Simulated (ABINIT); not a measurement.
# A GW chain in ABINIT: CdF2 (Fm-3m), part 2 of 3

Aim: the G0W0 gap of CdF2 (Fm-3m) on PBE, step by step.

ABINIT 10.8.3; PBE and many-body steps on it, plane waves. Known limits of the many-body steps: not at the basis limit; d shell near the gap, gap tends to lie low; no spin-orbit coupling; coarse k mesh.

So far. Step 2 (Ground state): The gap is indirect, with the least direct gap 0.48 eV higher.

### 3. Bands along the symmetry lines

Level of this step: DFT, PBE, plane waves, norm-conserving pseudopotentials (ABINIT).

The cheap functional maps the bands first; the places of the edges decide which points the dearer methods must see.

The input, run.abi:

```
acell 3*1.0 Angstrom
rprim 
  0.000000000000 2.694000000000 2.694000000000
  2.694000000000 -0.000000000000 2.694000000000
  2.694000000000 2.694000000000 -0.000000000000
ntypat 2
znucl 48 9
natom 3
typat 1 2 2
xred 
  0.000000000000 0.000000000000 0.000000000000
  0.250000000000 0.250000000000 0.250000000000
  0.750000000000 0.750000000000 0.750000000000
pp_dirpath "pseudos"
pseudos "Cd.upf, F.upf"
ecut 47
iscf -2
irdden 1
kptopt 0
nkpt 50
kpt 
  0.00000000 0.00000000 0.00000000
  0.06250000 0.00000000 0.06250000
  0.12500000 0.00000000 0.12500000
  0.18750000 0.00000000 0.18750000
  0.25000000 0.00000000 0.25000000
  0.31250000 0.00000000 0.31250000
  0.37500000 0.00000000 0.37500000
  0.43750000 0.00000000 0.43750000
  0.50000000 0.00000000 0.50000000
  0.51562500 0.03125000 0.51562500
  0.53125000 0.06250000 0.53125000
  0.54687500 0.09375000 0.54687500
  0.56250000 0.12500000 0.56250000
  0.57812500 0.15625000 0.57812500
  0.59375000 0.18750000 0.59375000
  0.60937500 0.21875000 0.60937500
  0.62500000 0.25000000 0.62500000
  0.37500000 0.37500000 0.75000000
  0.32812500 0.32812500 0.65625000
  0.28125000 0.28125000 0.56250000
  0.23437500 0.23437500 0.46875000
  0.18750000 0.18750000 0.37500000
  0.14062500 0.14062500 0.28125000
  0.09375000 0.09375000 0.18750000
  0.04687500 0.04687500 0.09375000
  0.00000000 0.00000000 0.00000000
  0.06250000 0.06250000 0.06250000
  0.12500000 0.12500000 0.12500000
  0.18750000 0.18750000 0.18750000
  0.25000000 0.25000000 0.25000000
  0.31250000 0.31250000 0.31250000
  0.37500000 0.37500000 0.37500000
  0.43750000 0.43750000 0.43750000
  0.50000000 0.50000000 0.50000000
  0.50000000 0.46875000 0.53125000
  0.50000000 0.43750000 0.56250000
  0.50000000 0.40625000 0.59375000
  0.50000000 0.37500000 0.62500000
  0.50000000 0.34375000 0.65625000
  0.50000000 0.31250000 0.68750000
  0.50000000 0.28125000 0.71875000
  0.50000000 0.25000000 0.75000000
  0.50000000 0.21875000 0.71875000
  0.50000000 0.18750000 0.68750000
  0.50000000 0.15625000 0.65625000
  0.50000000 0.12500000 0.62500000
  0.50000000 0.09375000 0.59375000
  0.50000000 0.06250000 0.56250000
  0.50000000 0.03125000 0.53125000
  0.50000000 0.00000000 0.50000000
istwfk *1
nband 24
nbdbuf 2
tolwfr 1e-08
nstep 40
prtwf 0
prtvol 0
indata_prefix "in"
outdata_prefix "out"
tmpdata_prefix "tmp"
```

Started as:

```sh
> OMP_NUM_THREADS=1 mpirun -n 4 abinit run.abi > log
```

Numbers of over 12 decimals in the logs are rounded to 6 here.

The program printed:

```text
.Version 10.8.3 of ABINIT. v10.8.2 released Aug 2026.

 Symmetries : space group Fm -3 m (#225); Bravais cF (face-center cubic)
[... echo of the input left out ...]
== DATASET  1 ==================================================================
-   mpi_nproc: 4, omp_nthreads: 1 (-1 if OMP is not activated)

--- !DatasetInfo
iteration_state: {dtset: 1, }
dimensions: {natom: 3, nkpt: 50, mband: 24, nsppol: 1, nspinor: 1, nspden: 1, mpw: 4092, }
cutoff_energies: {ecut:  47.0, pawecutdg:  -1.0, }
electrons: {nelect:   3.40000000E+01, charge:   0.00000000E+00, occopt:   1.00000000E+00, tsmear:   1.00000000E-02, }

 Real(R)+Recip(G) space primitive vectors, cartesian coordinates (Bohr,Bohr^-1):
 R(1)=  0.0000000  5.0909222  5.0909222  G(1)= -0.0982140  0.0982140  0.0982140
 R(2)=  5.0909222  0.0000000  5.0909222  G(2)=  0.0982140 -0.0982140  0.0982140
 R(3)=  5.0909222  5.0909222  0.0000000  G(3)=  0.0982140  0.0982140 -0.0982140
 Unit cell volume ucvol=  2.6388784E+02 bohr^3
 Angles (23,13,12)=  6.00000000E+01  6.00000000E+01  6.00000000E+01 degrees

 getcut: wavevector=  0.0000  0.0000  0.0000  ngfft=  48  48  48
         ecut(hartree)=     47.000   => boxcut(ratio)=   2.16031

--- Pseudopotential description ------------------------------------------------
- Cd Generated using ONCVPSP code by D. R. Hamann
- 48.00000  20.00000  171031                  znucl, zion, pspdat
12 -101130 2 -1 1368                          pspcod,pspxc,lmax,lloc,mmax
     nproj     2     2     2
  pspatm : epsatm=   23.16453630
         --- l  ekb(1:nproj) -->
             0   51.917189    3.534234
             1    8.636196    1.282240
             2    0.687672   -0.678465
 pspatm: atomic psp has been read  and splines computed

- F Generated using ONCVPSP code by D. R. Hamann
-  9.00000   7.00000  171031                  znucl, zion, pspdat
12 -101130 2 -1 832                           pspcod,pspxc,lmax,lloc,mmax
     nproj     2     2     1
  pspatm : epsatm=    4.87625608
         --- l  ekb(1:nproj) -->
[...]
2   -2.441503
 pspatm: atomic psp has been read  and splines computed

--------------------------------------------------------------------------------

================================================================================
 prteigrs : about to open file out_EIG
 Non-SCF case, kpt    1 (  0.00000  0.00000  0.00000), residuals and eigenvalues=
  3.62E-09  1.81E-09  3.35E-09  6.19E-09  2.01E-09  4.78E-09  2.07E-09  4.45E-09
  6.24E-09  5.89E-09  2.06E-09  4.32E-09  7.03E-09  6.90E-09  7.38E-09  5.66E-09
  4.69E-09  5.51E-09  1.30E-09  3.34E-09  6.62E-09  4.59E-09  1.26E-06  2.56E-06
 -3.5024E+00 -2.0727E+00 -2.0727E+00 -2.0727E+00 -6.4666E-01 -6.0621E-01
 -9.0304E-02 -9.0304E-02 -9.0304E-02 -4.6198E-02 -4.6198E-02  7.9483E-02
  7.9483E-02  7.9483E-02  9.7004E-02  9.7004E-02  9.7004E-02  2.3002E-01
[...]
Non-SCF case, kpt    2 (  0.06250  0.00000  0.06250), residuals and eigenvalues=
[...]
Non-SCF case, kpt    3 (  0.12500  0.00000  0.12500), residuals and eigenvalues=
[...]
Non-SCF case, kpt   49 (  0.50000  0.03125  0.53125), residuals and eigenvalues=
[...]
Non-SCF case, kpt   50 (  0.50000  0.00000  0.50000), residuals and eigenvalues=
[...]
7.1731E-03  7.1731E-03  9.6579E-02  1.1195E-01  1.1195E-01  4.1054E-01
  4.7198E-01  5.5489E-01  6.4064E-01  6.4064E-01  8.3174E-01  8.9012E-01

--- !ResultsGS
iteration_state: {dtset: 1, }
comment   : Summary of ground state results
lattice_vectors:
- [  0.0000000,   5.0909222,   5.0909222, ]
- [  5.0909222,  -0.0000000,   5.0909222, ]
- [  5.0909222,   5.0909222,  -0.0000000, ]
lattice_lengths: [   7.19965,    7.19965,    7.19965, ]
lattice_angles: [ 60.000,  60.000,  60.000, ] # degrees, (23, 13, 12)
lattice_volume:   2.6388784E+02
convergence: {deltae:  0.000E+00, res2:  0.000E+00, residm:  9.995E-09, diffor:  0.000E+00, }
etotal    :  -2.24713089E+02
entropy   :   0.00000000E+00
fermie    :   1.14494563E-01
cartesian_stress_tensor: null
pressure_GPa: null
xred      :
- [  0.0000E+00,   0.0000E+00,   0.0000E+00, Cd]
- [  2.5000E-01,   2.5000E-01,   2.5000E-01,  F]
- [  7.5000E-01,   7.5000E-01,   7.5000E-01,  F]
cartesian_forces: null
force_length_stats: {min: null, max: null, mean: null, }

 Integrated electronic density in atomic spheres:
 ------------------------------------------------
 Atom  Sphere_radius  Integrated_density
[...]
================================================================================

 ----iterations are completed or convergence reached----

 Mean square residual over all n,k,spin=   43.580E-10; max=  99.950E-10
 reduced coordinates (array xred) for    3 atoms
[...]
0.250000000000      0.250000000000      0.250000000000
       0.750000000000      0.750000000000      0.750000000000

 cartesian coordinates (angstrom) at end:
    1      0.000000     0.000000     0.000000
    2      1.347000     1.347000     1.347000
    3      4.041000     4.041000     4.041000
 length scales=  1.889726125908  1.889726125908  1.889726125908 bohr
              =  1.000000000000  1.000000000000  1.000000000000 angstroms
 prteigrs : about to open file out_EIG
 Eigenvalues (hartree) for nkpt=  50  k points:
 kpt#   1, nband= 24, wtk=  1.00000, kpt=  0.0000  0.0000  0.0000 (reduced coord)
[...]
kpt#   2, nband= 24, wtk=  1.00000, kpt=  0.0625  0.0000  0.0625 (reduced coord)
[...]
kpt#   3, nband= 24, wtk=  1.00000, kpt=  0.1250  0.0000  0.1250 (reduced coord)
[...]
kpt#  49, nband= 24, wtk=  1.00000, kpt=  0.5000  0.0313  0.5313 (reduced coord)
[...]
kpt#  50, nband= 24, wtk=  1.00000, kpt=  0.5000  0.0000  0.5000 (reduced coord)
[...]
-0.05535   -0.04199   -0.03565    0.00218    0.00717    0.00717    0.09658    0.11195
   0.11195    0.41054    0.47198    0.55489    0.64064    0.64064    0.83174    0.89012

== END DATASET(S) ==============================================================
================================================================================

 -outvars: echo values of variables after computation  --------
            nband          24
             nkpt          50
          spgroup         225
 [... the other variables as echoed above ...]

 Calculation completed.
```

It took 24 s on 4 MPI ranks of Arm Neoverse V1, shared host; peak memory 0.34 GiB.

Numbers from this step:

- gap: 3.124 eV
- k of the valence top: 0.5, 0.25, 0.75
- k of the conduction bottom: 0, 0, 0
- least direct gap: 3.620 eV

The gap is 3.124 eV, −0.020 eV from the run before at this level.

Electronic bands along the path, in eV, zero at the top of the highest filled band:

| point | band 14 | band 15 | band 16 | band 17 | band 18 | band 19 | band 20 | band 21 |
| --- | --- | --- | --- | --- | --- | --- | --- | --- |
| Γ | -0.97 | -0.50 | -0.50 | -0.50 | 3.12 | 12.74 | 12.74 | 12.74 |
| X | -2.94 | -0.51 | -0.09 | -0.09 | 8.04 | 9.71 | 11.96 | 14.30 |
| U | -2.30 | -0.95 | -0.35 | -0.20 | 7.99 | 10.79 | 11.16 | 14.50 |
| jump to K | -2.30 | -0.95 | -0.35 | -0.20 | 7.99 | 10.79 | 11.16 | 14.50 |
| Γ | -0.97 | -0.50 | -0.50 | -0.50 | 3.12 | 12.74 | 12.74 | 12.74 |
| L | -1.83 | -1.83 | -0.39 | -0.39 | 7.20 | 9.18 | 14.53 | 14.53 |
| W | -1.52 | -1.52 | -0.60 | 0.00 | 8.10 | 11.53 | 11.72 | 11.72 |
| X | -2.94 | -0.51 | -0.09 | -0.09 | 8.04 | 9.71 | 11.96 | 14.30 |

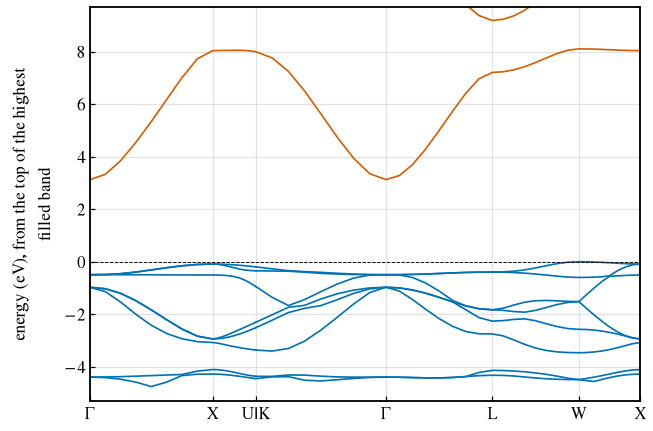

Electronic bands along the path; lines of filled and empty bands in two colours.

### 4. Empty states on the mesh, 4×4×4 mesh, 127 bands

The sums over transitions need many empty states on a uniform mesh; this step solves for them.

The input, run.abi:

```
acell 3*1.0 Angstrom
rprim 
  0.000000000000 2.694000000000 2.694000000000
  2.694000000000 -0.000000000000 2.694000000000
  2.694000000000 2.694000000000 -0.000000000000
ntypat 2
znucl 48 9
natom 3
typat 1 2 2
xred 
  0.000000000000 0.000000000000 0.000000000000
  0.250000000000 0.250000000000 0.250000000000
  0.750000000000 0.750000000000 0.750000000000
pp_dirpath "pseudos"
pseudos "Cd.upf, F.upf"
ecut 47
ngkpt 4 4 4
nshiftk 1
shiftk 0 0 0
kptopt 1
chksymbreak 0
irdden 1
istwfk *1
nband 127
prtvol 0
optdriver 6
gwr_task "HDIAGO"
paral_kgb 0
occopt 1
indata_prefix "in"
outdata_prefix "out"
tmpdata_prefix "tmp"
```

The program printed:

```text
[banner, memory and clock lines left out]
.Version 10.8.3 of ABINIT. v10.8.2 released Aug 2026.

 Symmetries : space group Fm -3 m (#225); Bravais cF (face-center cubic)
[... echo of the input left out ...]
== DATASET  1 ==================================================================
-   mpi_nproc: 4, omp_nthreads: 1 (-1 if OMP is not activated)

--- !DatasetInfo
iteration_state: {dtset: 1, }
dimensions: {natom: 3, nkpt: 8, mband: 127, nsppol: 1, nspinor: 1, nspden: 1, mpw: 4092, }
cutoff_energies: {ecut:  47.0, pawecutdg:  -1.0, }
electrons: {nelect:   3.40000000E+01, charge:   0.00000000E+00, occopt:   1.00000000E+00, tsmear:   1.00000000E-02, }

.Using double precision arithmetic; gwpc =  8

- Reading GS density from: in_DEN

--- Pseudopotential description ------------------------------------------------
- Cd Generated using ONCVPSP code by D. R. Hamann
- 48.00000  20.00000  171031                  znucl, zion, pspdat
12 -101130 2 -1 1368                          pspcod,pspxc,lmax,lloc,mmax
     nproj     2     2     2
  pspatm : epsatm=   23.16453630
         --- l  ekb(1:nproj) -->
             0   51.917189    3.534234
             1    8.636196    1.282240
             2    0.687672   -0.678465
 pspatm: atomic psp has been read  and splines computed

- F Generated using ONCVPSP code by D. R. Hamann
-  9.00000   7.00000  171031                  znucl, zion, pspdat
12 -101130 2 -1 832                           pspcod,pspxc,lmax,lloc,mmax
     nproj     2     2     1
  pspatm : epsatm=    4.87625608
         --- l  ekb(1:nproj) -->
             0    6.519403    1.070094
             1   -3.955629   -1.291931
             2   -2.441503
 pspatm: atomic psp has been read  and splines computed

   1.11917965E+03                                ecore*ucvol(ha*bohr**3)

 Total charge density [el/Bohr^3]
)     Maximum=    2.5481E+00  at reduced coord.    0.1042    0.9375    0.9583
)     Minimum=    9.5768E-04  at reduced coord.    0.5000    0.5000    0.5000
   Integrated=    3.4000E+01

 === KS gaps after direct diagonalization ===
 Indirect band gap semiconductor
 Fundamental gap:     3.124 (eV)
   VBM:     3.135 (eV) at k: [-2.5000E-01,  5.0000E-01,  2.5000E-01]
   CBM:     6.259 (eV) at k: [ 0.0000E+00,  0.0000E+00,  0.0000E+00]
 Direct gap:         3.619 (eV) at k: [ 0.0000E+00,  0.0000E+00,  0.0000E+00]

== END DATASET(S) ==============================================================

 -outvars: echo values of variables after computation  --------
           etotal      0.0000000000E+00
            nband         127
             nkpt           8
          spgroup         225
 [... the other variables as echoed above ...]

 Calculation completed.
```

Wall time 1.7 min (4 MPI ranks); peak memory 3.8 GiB.

This step gave:

```yaml
gap: 3.124 eV
k_of_the_valence_top: -0.25, 0.5, 0.25
k_of_the_conduction_bottom: 0, 0, 0
least_direct_gap: 3.619 eV
k_points_computed: 8
lowest_point_of_the_top_converged_band_above_the_valence_top: 100.8199 eV
```

On this mesh the gap is 3.124 eV.

### 5. Screening, 4×4×4 mesh, 119 bands, screening to 163.3 eV

The RPA dielectric matrix is built and inverted for each q.

This step: RPA screening on PBE, plane waves, norm-conserving pseudopotentials.

run.abi: that of step 4 with these lines changed.

```diff
@@ -21,10 +21,11 @@
 chksymbreak 0
-irdden 1
 istwfk *1
-nband 127
-prtvol 0
-optdriver 6
-gwr_task "HDIAGO"
-paral_kgb 0
 occopt 1
+irdwfk 1
+optdriver 3
+nband 119
+ecuteps 6
+inclvkb 2
+awtr 1
+symchi 1
 indata_prefix "in"
```

The program printed:

```text
.Version 10.8.3 of ABINIT. v10.8.2 released Aug 2026.

 Symmetries : space group Fm -3 m (#225); Bravais cF (face-center cubic)
[... echo of the input left out ...]
== DATASET  1 ==================================================================
-   mpi_nproc: 4, omp_nthreads: 1 (-1 if OMP is not activated)

--- !DatasetInfo
iteration_state: {dtset: 1, }
dimensions: {natom: 3, nkpt: 8, mband: 119, nsppol: 1, nspinor: 1, nspden: 1, mpw: 4092, }
cutoff_energies: {ecut:  47.0, pawecutdg:  -1.0, }
electrons: {nelect:   3.40000000E+01, charge:   0.00000000E+00, occopt:   1.00000000E+00, tsmear:   1.00000000E-02, }

 SCREENING: Calculation of the susceptibility and dielectric matrices

 Based on a program developped by R.W. Godby, V. Olevano, G. Onida, and L. Reining.
 Incorporated in ABINIT by V. Olevano, G.-M. Rignanese, and M. Torrent.
.Using double precision arithmetic ; gwpc =  8

[... cell and pseudopotentials left out ...]
--------------------------------------------------------------------------------

 ==== K-mesh for the wavefunctions ====
 Number of points in the irreducible wedge :     8
[... list of points left out ...]
 Together with 48 symmetry operations and time-reversal symmetry
 yields    64 points in the full Brillouin Zone.

 ==== Q-mesh for the screening function ====
 Number of points in the irreducible wedge :     8
[... list of points left out ...]
 Together with 48 symmetry operations and time-reversal symmetry
 yields    64 points in the full Brillouin Zone.

 setmesh: FFT mesh size selected  =    30x   30x   30
          total number of points  =        27000

 vcoul_init : cutoff-mode = AUXILIARY_FUNCTION
 q-points for optical limit:   1
     1)      0.000010    0.000020    0.000030

- screening: taking advantage of time-reversal symmetry
- Maximum band index for partially occupied states nbvw = 17
- Remaining bands to be divided among processors   nbcw = 102
- Number of bands treated by each node ~25

 Number of electrons calculated from density =   34.0000; Expected =   34.0000
 average of density, n =  0.128843
 r_s =    1.2282
 omega_plasma =   34.6246 [eV]

 calculating chi0 at frequencies [eV] :
  1    0.000000E+00    0.000000E+00
  2    0.000000E+00    3.462465E+01

--------------------------------------------------------------------------------
  q-point number  1        q = ( 0.000000, 0.000000, 0.000000) [r.l.u.]
--------------------------------------------------------------------------------
[... chi0 elements left out ...]
 For q-point:  0.000010 0.000020 0.000030
  dielectric constant =   2.7575
  dielectric constant without local fields =   2.9159

  Average fulfillment of the sum rule on Im[epsilon] for q-point    1 :     64.62  [%]
[... wings left out ...]
  q-point number  2        q = ( 0.250000, 0.000000, 0.000000) [r.l.u.]
--------------------------------------------------------------------------------
[... chi0 elements left out ...]
  Average fulfillment of the sum rule on Im[epsilon] for q-point    2 :     77.14  [%]

 [... 6 further q-points ...]
```

Run time: 44 s. Hardware: 4 MPI ranks; peak memory 1 GiB.

This step gave:

| Property | Result |
| --- | --- |
| ε∞ with local fields, on this mesh, along the program's q direction | 2.757 |
| the same without local fields | 2.916 |
| plasma frequency | 34.62 eV |
| plane waves in the screening matrix | 169 |

Local fields lower ε∞ by 5 %. On a Γ-centred mesh this coarse the value itself is usually too large, while a short band sum pulls it down.

(Part 2 of 3 ends here.)

[Paths, hosts, dates, memory and timing lines, banners, echoed tables and standing remarks are left out of the program output.]

[Logs are printed without paths, hosts, clocks, repeated set-up lines and the standing remarks that a program may print on its own settings, such as how far it seeks lower states.]

[Runs of the session that timed out or met a known fault of the program may be left out.]

[Hosts, paths, dates, database ids (printed as entryN), source tags and the programs' standing remarks are cut or masked in the printed files.]

[G0W0 gaps are taken among the corrected bands and points alone; a level outside them can change the order at an edge.]

[Where Ansatz stands beside ABINIT at settings called matched, ABINIT's density can come from a denser mesh and the files from another edition; pairs whose starting gaps differed by over 0.03 eV were left out, so agreement reads better than it is.]
